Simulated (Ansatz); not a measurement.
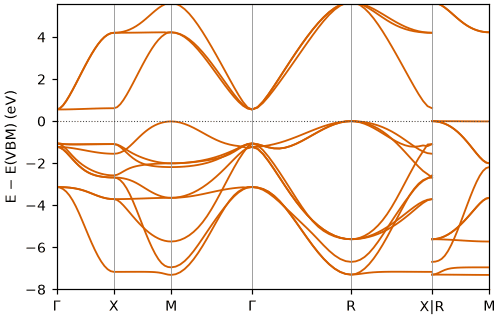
*Band structure from LDA in the plane-wave PAW code Ansatz*

Read off the gap and where the band edges lie.

About 0.6 eV (0.55 eV by a search for the band edges); maximum at R, minimum at Γ.

The material is WO$_{3}$ (ReO3 type, space group No. 221).

Space group Pm-3m (ReO3 type). The first step of the workflow began from a Materials Project structure, measured or hypothetical; the Crystallography Open Database copy checked does not list it. COD files the formula under space group No. 2, 14, 62, 129, 130, 191, so this cell is another polymorph or a model. Its standing as an ambient phase is unchecked. The cell was relaxed with LDA under the symmetry of its start. At this level the phase is dynamically unstable (imaginary phonons). No spin polarisation was allowed. No Hubbard U is applied. Scalar-relativistic: spin–orbit coupling is off unless named, which matters more the heavier the elements.

Potentials: the later of the program's two PAW sets.
